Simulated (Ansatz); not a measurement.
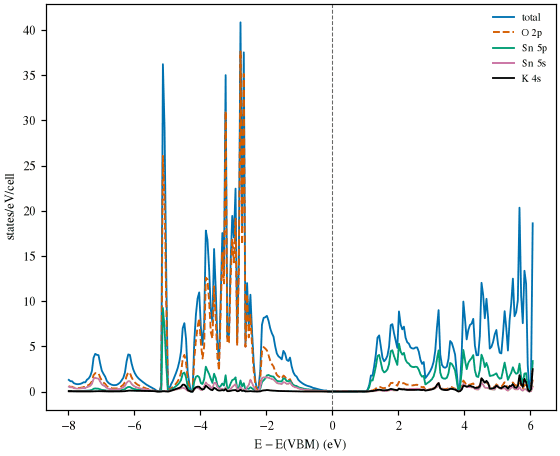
Figure: Total and projected density of states of K2Sn2O3 in space group I2_13 (No. 199; K on 8a, Sn on 8a, O on 12b), plane-wave PAW PBEsol (Ansatz code)

**Question.** Which orbitals carry the states next to the gap?

**Answer.** Top 1 eV of the valence band: Sn 5p 38 %, O 2p 31 %, Sn 5s 28 %. Bottom 1 eV of the conduction band: Sn 5p 63 %, O 2p 11 %, O 2s 8 %, outside the projected shells 12 %. Projections are on Löwdin-orthogonalised atomic valence shells; empty p or d shells of many metals are not among them.

**Question.** Where is the tallest occupied peak in this window, and what makes it?

**Answer.** Near -2.8 eV, about 41 states/eV per cell; the largest projected share is O 2p.

The workflow started from a Materials Project entry (that database holds measured and hypothetical structures alike); the Crystallography Open Database copy checked does not list it. COD files the formula under space group No. 166. Its standing as an ambient phase is unchecked. Symmetry was held in the PBEsol relaxation; its stability against distortions is not shown here. Spin–orbit coupling is left out wherever it is not named.

Potentials: the earlier of the program's two PAW sets. The files were generated under PBE; for other functionals the program regenerates the frozen cores, and for LDA and PBEsol the local potential too.
